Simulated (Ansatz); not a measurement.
# A thicker film of BaZrO3 (001), BaO faces from four thinner ones

In a field along its normal an insulating film takes a dipole p. Written as a length, p/(ε₀AE), it should grow by 1 − 1/ε for each ångström added.

**Method.** Ansatz 0.2.0, plane waves with PAW datasets (its set soft_2), PBE; perovskite films relaxed at a bulk in-plane lattice constant near the measured one, then held in weak fields of both signs with a dipole correction (A is the cell's area, E the outer field).

| run | distance between the outer atoms (Å) | p/(ε₀AE) (Å) |
| --- | --- | --- |
| 2 units | 8.468 | 9.188 |
| 3 units | 12.719 | 12.530 |
| 4 units | 16.968 | 15.894 |
| 5 units | 21.214 | 19.264 |
| 6 units | 25.463 | ? |

Q: Estimate the withheld value from the rows shown.

A least-squares line through the 4 rows shown has slope 0.7906 and intercept 2.4847; no row lies more than 0.010 Å off it. That slope means ε = 1/(1 − 0.7906) = 4.78. At 25.463 it gives 0.7906 × 25.463 + 2.4847 = 22.616 Å, beyond the rows fitted. Rounding and scatter of the rows alone allow about ±0.017 Å there.

The run itself gives 22.637 Å: a miss of +0.021 Å, or 0.1 % of the value. The length is met to within 1 %, though ε is more sensitive than the length: the two thickest films give ε = 4.85.

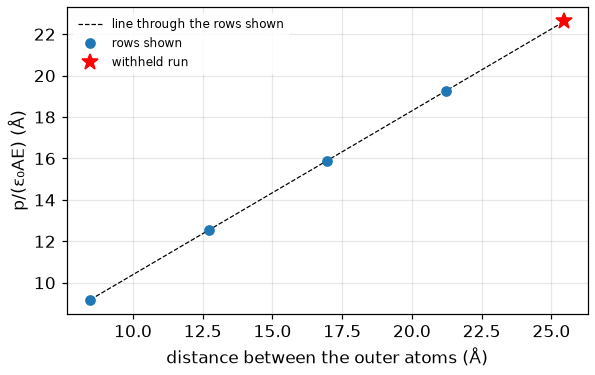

The fit and the withheld run.

Caveats: This is the electronic response alone. A unit is one step of the cut along the normal (a plane, a pair of planes or a cell), and the layers relax along it, away from their bulk spacing where the functional's lattice constant differs from the one held.
